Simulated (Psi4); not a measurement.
# CH3BO (SMILES [BH3-]C#[O+]) at HF/3-21G

Aim: the vertical singlet–triplet gap of CH3BO at HF/3-21G, from 2 runs. 

The results are computed with Psi4 1.11.

1 further run of the same task is left out (set aside as unsound or not needed). Runs told in other sessions of the task aren't counted.

## 1. The system as given

The species is CH3BO (6 atoms), meant as a singlet with charge 0. SMILES: `[BH3-]C#[O+]`. The shape is that of a PBE0-D4/def2-TZVP optimisation.

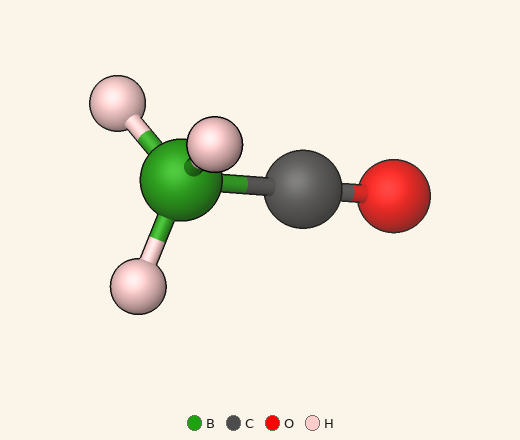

The structure, seen from a chosen angle (boron green, carbon dark grey, oxygen red, hydrogen pink).

## 2. Energy and gradient at HF/3-21G

The input, ch3bo.json:

```json
{
 "schema_name": "qcschema_input",
 "schema_version": 1,
 "molecule": {
  "schema_name": "qcschema_molecule",
  "schema_version": 2,
  "symbols": ["B", "C", "O", "H", "H", "H"],
  "geometry": [-0.51997704, 0.79317475, -0.37777515, 0.93386486, -1.42802824, 0.67888411, 2.01883221, -3.08240787, 1.46703219, -2.715801, 0.22999857, -0.09509102, 0.13141155, 0.91674394, -2.56398041, 0.15166942, 2.57048106, 0.89093028],
  "molecular_charge": 0,
  "molecular_multiplicity": 1,
  "fix_symmetry": "c1"
 },
 "driver": "gradient",
 "model": {
  "method": "hf",
  "basis": "3-21G"
 },
 "keywords": {
  "puream": true,
  "e_convergence": 1e-09,
  "d_convergence": 1e-08,
  "scf_type": "pk",
  "scf_properties": ["QUADRUPOLE", "WIBERG_LOWDIN_INDICES", "DIPOLE"]
 }
}
```

The run is started by

```bash
psi4 --qcschema ch3bo.json -n 1 --memory 2200MB
```

stdout, shortened:

```text
[...]
  Running in c1 symmetry.
[...]
  Nuclear repulsion =   56.830250529776492
[...]
  Multiplicity = 1
[...]
  Nalpha       = 11
  Nbeta        = 11
[...]
    Number of basis functions: 33
[...]
   @RHF iter   1:  -138.29506755869943   -8.29704e-01   9.45534e-03 ADIIS/DIIS
[...]
   @RHF iter  11:  -138.35127466106886    0.00000e+00   1.36773e-09 DIIS
[...]
    Orbital Energies [Eh]
    ---------------------
    Doubly Occupied:
       1A    -20.639600     2A    -11.399934     3A     -7.518033
       4A     -1.605271     5A     -0.906169     6A     -0.795579
       7A     -0.700459     8A     -0.700439     9A     -0.556426
      10A     -0.468206    11A     -0.468186
[...]
  @RHF Final Energy:  -138.35127466106886
   => Energetics <=
    Nuclear Repulsion Energy =             56.8302505297764924
    One-Electron Energy =                -298.8464465260346401
    Two-Electron Energy =                 103.6649213351892911
    Total Energy =                       -138.3512746610688566
[...]
 Multipole Moments:
 ------------------------------------------------------------------------------------
     Multipole            Electronic (a.u.)      Nuclear  (a.u.)        Total (a.u.)
 ------------------------------------------------------------------------------------
 L = 1.  Multiply by 2.5417464519 to convert [e a0] to [Debye]
 Dipole X            :          2.1356858           -1.7680871            0.3675987
 Dipole Y            :         -3.2650226            2.7021024           -0.5629202
 Dipole Z            :          1.5524487           -1.2851222            0.2673265
 Magnitude           :                                                    0.7235132
 L = 2.  Multiply by 1.3450342976 to convert [e a0^2] to [Debye ang]
 Quadrupole XX       :        -49.6012319           34.0388273          -15.5624046
 Quadrupole XY       :         42.5964505          -40.7629114            1.8335391
[...]
  -Total Gradient:
     Atom            X                  Y                   Z
    ------   -----------------  -----------------  -----------------
       1        0.013999737852    -0.021426443123     0.010177222636
       2       -0.019739435073     0.030160375655    -0.014343955180
       3        0.003077519977    -0.004651012967     0.002229494525
       4       -0.001324250620    -0.002495392789     0.001202880653
       5        0.001971546636    -0.001728256032    -0.001628121554
       6        0.002014881229     0.000140729255     0.002362478920
[...]
```

The result, in JSON:

```text
{
 "driver": "gradient",
 "model": {
  "method": "hf",
  "basis": "3-21G"
 },
 "success": true,
 "return_result": [0.013999737851587632, -0.02142644312301587, 0.010177222636452637, -0.01973943507300724, 0.030160375655461258, -0.014343955180424806, 0.0030775199765370465, -0.004651012966716106, 0.002229494525473663, -0.0013242506198486992, -0.0024953927891942576, 0.0012028806534173098, 0.001971546636265427, -0.0017282560317737582, -0.0016281215543818284, 0.0020148812286975154, 0.00014072925513752832, 0.002362478919516034],
 "properties": {
  "calcinfo_nbasis": 33,
  "calcinfo_nmo": 33,
  "calcinfo_nalpha": 11,
  "calcinfo_nbeta": 11,
  "calcinfo_natom": 6,
  "nuclear_repulsion_energy": 56.83025052977649,
  "return_energy": -138.35127466106886,
  "return_gradient": [0.013999737851587632, -0.02142644312301587, 0.010177222636452637, -0.01973943507300724, 0.030160375655461258, -0.014343955180424806, 0.0030775199765370465, -0.004651012966716106, 0.002229494525473663, -0.0013242506198486992, -0.0024953927891942576, 0.0012028806534173098, 0.001971546636265427, -0.0017282560317737582, -0.0016281215543818284, 0.0020148812286975154, 0.00014072925513752832, 0.002362478919516034],
  "scf_one_electron_energy": -298.84644652603464,
  "scf_two_electron_energy": 103.66492133518929,
  "scf_dipole_moment": [0.36759868682134433, -0.5629201736120595, 0.2673264579133108],
  "scf_total_energy": -138.35127466106886,
  "scf_total_gradient": [0.013999737851587632, -0.02142644312301587, 0.010177222636452637, -0.01973943507300724, 0.030160375655461258, -0.014343955180424806, 0.0030775199765370465, -0.004651012966716106, 0.002229494525473663, -0.0013242506198486992, -0.0024953927891942576, 0.0012028806534173098, 0.001971546636265427, -0.0017282560317737582, -0.0016281215543818284, 0.0020148812286975154, 0.00014072925513752832, 0.002362478919516034],
  "scf_iterations": 11
 }
}
```

Run time: 1.6 s. Hardware: 1 thread of AMD EPYC 7R43 (Zen 3), shared host; peak memory 0.18 GiB.

## 3. The triplet: the energy at UHF/3-21G

The input, ch3bo.py:

```python
import psi4

psi4.set_memory('2200 MB')
psi4.set_num_threads(1)
psi4.set_output_file('ch3bo.out', False)

m = psi4.geometry("""
0 3
B     -0.51997704     0.79317475    -0.37777515
C      0.93386486    -1.42802824     0.67888411
O      2.01883221    -3.08240787     1.46703219
H     -2.71580100     0.22999857    -0.09509102
H      0.13141155     0.91674394    -2.56398041
H      0.15166942     2.57048106     0.89093028
units bohr
symmetry c1
no_reorient
no_com
""")

psi4.set_options({
    'reference': 'uhf',
    'puream': True,
    'e_convergence': 1e-09,
    'd_convergence': 1e-08,
    'scf_type': 'pk',
    'maxiter': 100,
})

energy_value = psi4.energy('hf/3-21G', molecule=m)
print(f'hf/3-21G energy: {energy_value:.10f} Eh')
```

The run is started by

```bash
python ch3bo.py
```

ch3bo.out, shortened:

```text
[...]
  Running in c1 symmetry.
[...]
  Nuclear repulsion =   56.830250529776478
[...]
  Multiplicity = 3
[...]
  Nalpha       = 12
  Nbeta        = 10
[...]
    Number of basis functions: 33
[...]
   @UHF iter   1:  -138.05108522812662   -5.85722e-01   7.82196e-03 DIIS/ADIIS
[...]
   @UHF iter  57:  -138.10872515421809   -5.99698e-12   5.96113e-09 DIIS
[...]
   @S^2 Observed:                2.051843352E+00
[...]
    Orbital Energies [Eh]
    ---------------------
    Alpha Occupied:
       1A    -20.508431     2A    -11.211068     3A     -7.598232
       4A     -1.491692     5A     -0.912343     6A     -0.738409
       7A     -0.684182     8A     -0.658642     9A     -0.601172
      10A     -0.563189    11A     -0.539795    12A     -0.224247
    Alpha Virtual:
      13A      0.152968    14A      0.248785    15A      0.301592
      16A      0.333960    17A      0.398139    18A      0.409219
      19A      0.546464    20A      0.580085    21A      0.804504
      22A      0.978954    23A      1.026286    24A      1.036264
      25A      1.224743    26A      1.272224    27A      1.349803
[...]
  @UHF Final Energy:  -138.10872515421809
   => Energetics <=
    Nuclear Repulsion Energy =             56.8302505297764782
    One-Electron Energy =                -299.8549623247903355
    Two-Electron Energy =                 104.9159866407957509
    Total Energy =                       -138.1087251542180923
  UHF NO Occupations:
  HONO-2 :   10  A 1.9865456
  HONO-1 :   11  A 1.0000000
  HONO-0 :   12  A 1.0000000
  LUNO+0 :   13  A 0.0134544
  LUNO+1 :   14  A 0.0061537
[...]
 Multipole Moments:
 ------------------------------------------------------------------------------------
     Multipole            Electronic (a.u.)      Nuclear  (a.u.)        Total (a.u.)
 ------------------------------------------------------------------------------------
 L = 1.  Multiply by 2.5417464519 to convert [e a0] to [Debye]
 Dipole X            :        -17.0459536           16.7212416           -0.3247120
 Dipole Y            :         26.7169263          -25.5443351            1.1725912
 Dipole Z            :        -12.2062942           12.1525453           -0.0537490
 Magnitude           :                                                    1.2179068
[...]
```

The script printed:

```text
hf/3-21G energy: -138.1087251542 Eh
```

Run time: 1.8 s. Hardware: 1 thread of AMD EPYC 7R43 (Zen 3), shared host; peak memory 0.18 GiB.

## 4. What came out

At HF/3-21G:

| quantity | value |
| --- | --- |
| singlet: total energy | -138.35127 Eh |
| singlet: dipole moment | 1.84 D |
| singlet: HOMO energy | -12.74 eV |
| singlet: LUMO energy | 2.79 eV |
| singlet: HOMO–LUMO gap | 15.53 eV |
| singlet: largest force on an atom | 1.995 eV/Å |
| triplet: total energy | -138.10873 Eh |
| triplet: dipole moment | 3.10 D |
| triplet: HOMO energy (highest over α and β) | -6.10 eV |
| triplet: LUMO energy (lowest over α and β) | -3.84 eV |
| triplet: ⟨S²⟩ | 2.052 |
| vertical energy of the triplet above the singlet | 6.600 eV |

**Reading.** At this shape the triplet lies 6.60 eV (637 kJ/mol) above the singlet. The largest force (singlet) is 1.99 eV/Å: the shape isn't a stationary point for this species at this level.
